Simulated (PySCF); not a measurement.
**SiH2S (SMILES [SiH]S) at PBE/STO-6G**

What is the vertical ionisation energy of SiH2S at PBE/STO-6G? 

The results are computed with PySCF 2.14.0.

10 further runs of the same task are left out: 1 that didn't finish, 9 set aside as unsound or not needed.

## (1) The molecule

SiH2S: 4 atoms, total charge 0, spin state singlet. As SMILES, `[SiH]S`. Geometry: relaxed at PBE0-D4/def2-TZVP.

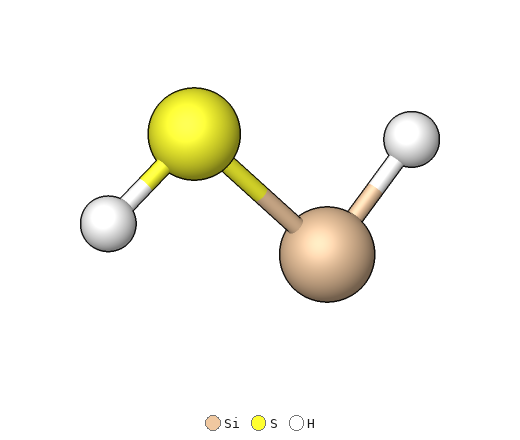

The structure, seen from a chosen angle (silicon light orange, sulfur yellow, hydrogen white).

## (2) The energy at PBE/STO-6G

Input file input.py:

```python
from pyscf import gto, dft

mol = gto.M(
    atom='''
Si    -0.496620    -2.030322     0.304435
S      0.359993     1.811869    -0.390417
H      1.922796    -2.250286     1.854577
H     -1.681289     2.354599    -1.806956
''',
    basis='sto-6g',
    max_memory=1860,
    spin=0,
    charge=0,
    verbose=3,
    unit='bohr',
)

calc0 = dft.RKS(mol)
calc0.xc = 'pbe'
calc0.conv_tol = 1e-10
calc0.grids.level = 5
calc0.kernel()
if not calc0.converged:
    calc0 = calc0.newton().run(calc0.mo_coeff, calc0.mo_occ)

e_tot = calc0.e_tot
print('E(%s) = %.9f' % ('PBE', e_tot))
```

Run with:

```bash
$ OMP_NUM_THREADS=1 python input.py
```

The program printed:

```text
converged SCF energy = -686.034359083633
E(PBE) = -686.034359084
```

Run time: 4.8 s. Hardware: 1 thread of Intel Xeon Platinum 8259CL at 2.50GHz (Skylake/Cascade Lake), shared host; peak memory 0.2 GiB.

## (3) The doublet cation at the same level

Input file run.py:

```python
from pyscf import gto, dft

mol = gto.M(
    atom='''
Si    -0.262800    -1.074400     0.161100
S      0.190500     0.958800    -0.206600
H      1.017500    -1.190800     0.981400
H     -0.889700     1.246000    -0.956200
''',
    max_memory=1860,
    spin=1,
    verbose=3,
    charge=1,
    basis='sto-6g',
)

mf = dft.UKS(mol)
mf.xc = 'pbe'
mf.grids.level = 5
mf.conv_tol = 1e-10
mf.kernel()
if not mf.converged:
    mf = mf.newton().run(mf.mo_coeff, mf.mo_occ)

etot = mf.e_tot
print(f'total energy: {etot:.8f} hartree')
```

Run with:

```bash
$ OMP_NUM_THREADS=1 python run.py
```

The program printed:

```text
converged SCF energy = -685.805294437249  <S^2> = 0.75524696  2S+1 = 2.0052401
total energy: -685.80529444 hartree
```

Run time: 9.3 s. Hardware: 1 thread of Intel Xeon Platinum 8259CL at 2.50GHz (Skylake/Cascade Lake), shared host; peak memory 0.21 GiB.

## (4) Summary of results

Level: PBE/STO-6G.

```
                                          quantity          value
                       singlet SiH2S: total energy  -686.03436 Eh
                      singlet SiH2S: dipole moment         0.90 D
                        singlet SiH2S: HOMO energy       -2.11 eV
                        singlet SiH2S: LUMO energy        0.96 eV
                      singlet SiH2S: HOMO–LUMO gap        3.07 eV
                      doublet cation: total energy  -685.80529 Eh
doublet cation: HOMO energy (highest over α and β)      -11.32 eV
 doublet cation: LUMO energy (lowest over α and β)      -10.20 eV
                              doublet cation: ⟨S²⟩          0.755
vertical ionisation energy (to the doublet cation)       6.233 eV
```

**Reading.** Removing an electron at fixed nuclei costs 6.23 eV (601 kJ/mol). The negative HOMO energy of the first species, 2.11 eV, lies 4.12 eV below that difference. In a minimal basis such a difference can be off by several eV, whatever the method. Mulliken charges (singlet SiH2S) run from -0.18 on H3 to +0.23 on Si1.
